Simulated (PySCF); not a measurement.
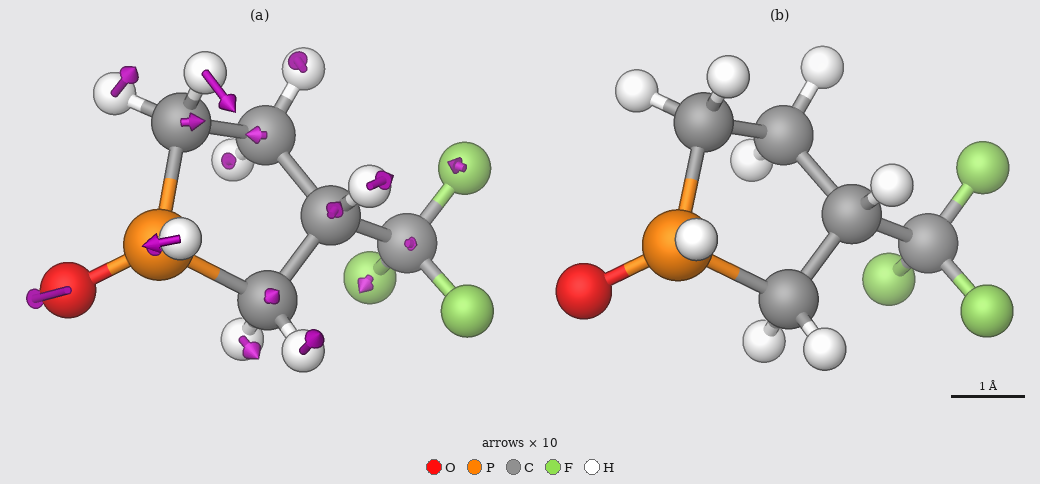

The structure of C₅H₈F₃OP before (left) and after (right) a relaxation, at one scale. The purple arrows give the displacements, magnified 10 times.

The picture is a ball-and-stick view, seen at a tilt.

The start comes from GFN2-xTB. Its atoms were then displaced at random by about 0.01 Å.

The calculation used PBE0-D3(BJ)/def2-SVP geometry optimisation, gas phase (PySCF). 

What changed between the two?

The energy falls by 5.70 kcal/mol in 8 geometry steps. The largest move after the best rigid fit is that of the O atom, 0.12 Å. By element the largest moves are O 0.12 Å, H 0.09 Å, C 0.04 Å, P 0.04 Å, F 0.03 Å. Some distances before and after: O–P 1.438 → 1.493 Å, C–C 1.579 → 1.528 Å, C–H 1.072 → 1.102 Å, H–P 1.404 → 1.430 Å. Bond angles that change, for instance: H–C–H 111.3° → 107.3°, C–C–C 109.9° → 112.9°, C–C–H 107.0° → 109.9°.
